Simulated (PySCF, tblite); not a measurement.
**C₄H₆BF₃S: geometry, infrared bands and NMR shifts**

Wanted: the infrared bands and NMR shifts of C₄H₆BF₃S (`CCS/C=C(/F)B(F)F`), by calculation.

The runs use tblite 0.8.0 and PySCF 2.14.0, with density-fitted response routines of our own; the level of theory stands in each step. All values are computed, except where a source is named. Atoms are numbered from 0 throughout.

### 1 The starting structure

15 atoms, charge 0, multiplicity 1; geometry from: force field or distance geometry start.

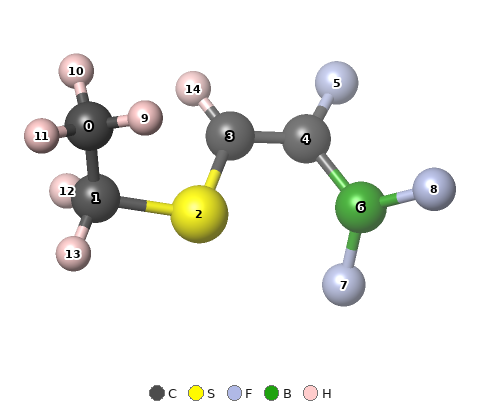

The starting geometry (carbon dark grey, sulfur yellow, fluorine light blue, boron green, hydrogen pink), atoms numbered.

### 2 Relaxing the molecule with GFN2-xTB

Job settings and geometry (Å):

```
{"job": {"kind": "relax", "xc": "GFN2-xTB", "basis": "xTB"}, "charge": 0, "multiplicity": 1}
C     -2.358800     0.071100     0.548800
C     -1.710900    -0.781500    -0.496400
S      0.056300    -0.893200    -0.104000
C      0.754200     0.729400    -0.374600
C      2.079800     0.833400    -0.150100
F      2.727200     2.013500    -0.327400
B      2.916400    -0.403500     0.282500
F      3.082900    -1.457100    -0.690300
F      3.707800    -0.333100     1.491200
H     -1.752500     0.023200     1.473500
H     -2.465600     1.144900     0.245600
H     -3.370600    -0.359000     0.795700
H     -1.767400    -0.332500    -1.498700
H     -2.094600    -1.833000    -0.544200
H      0.191400     1.585600    -0.673600
```

The run is started by

```sh
$ OMP_NUM_THREADS=1 python probes_run.py task.json out
```

The driver reads the jobs from task.json and runs them one after another.

**Question.** This job is followed by: GFN2-xTB harmonic vibrations, gas phase; GIAO PBE0/pcSseg-1 NMR shielding, non-relativistic, gas phase. Predict these results of the whole session: strongest single infrared mode (GFN2-xTB); zero-point energy (GFN2-xTB); 13C shifts against TMS (PBE0/pcSseg-1); 1H shifts against TMS (PBE0/pcSseg-1, means over atoms taken as alike); 33S shifts against CS2 (PBE0/pcSseg-1); 19F shifts against CFCl3 (PBE0/pcSseg-1, means over atoms taken as alike); 11B shifts against BF3·OEt2 (PBE0/pcSseg-1).

**Answer**, as computed:

| quantity | value |
| --- | --- |
| strongest single infrared mode (GFN2-xTB) | 1330 cm⁻¹, 573 km/mol |
| zero-point energy (GFN2-xTB) | 62.1 kcal/mol |
| 13C shifts against TMS (PBE0/pcSseg-1) | 157.1, 153.7, 37.9, 18.8 ppm |
| 1H shifts against TMS (PBE0/pcSseg-1, means over atoms taken as alike) | 7.23, 2.62, 1.35 ppm |
| 33S shifts against CS2 (PBE0/pcSseg-1) | 65 ppm |
| 19F shifts against CFCl3 (PBE0/pcSseg-1, means over atoms taken as alike) | -86.4, -135.8 ppm |
| 11B shifts against BF3·OEt2 (PBE0/pcSseg-1) | 20.6 ppm |

**Reading.** The optimisation took 97 steps and gained 1.292 eV; among the close pairs (by a distance rule), B6–F8 changed most, from 1.446 to 1.316 Å. All 39 modes are real, so the xTB geometry is a minimum. The strongest single mode, at 1330 cm⁻¹, moves mainly B6 and C4. Unscaled tight-binding wavenumbers are off by several per cent, some by more. Its intensities can rank the bands wrongly. H14 (hydrogen on an alkene CH) lies farthest downfield among hydrogen, at 7.23 ppm; attached to an sp2 carbon and in the plane of the double bond. At PBE0/pcSseg-1: The largest span, 269 ppm, is at F7, F8, where the paramagnetic term is -209 ppm.
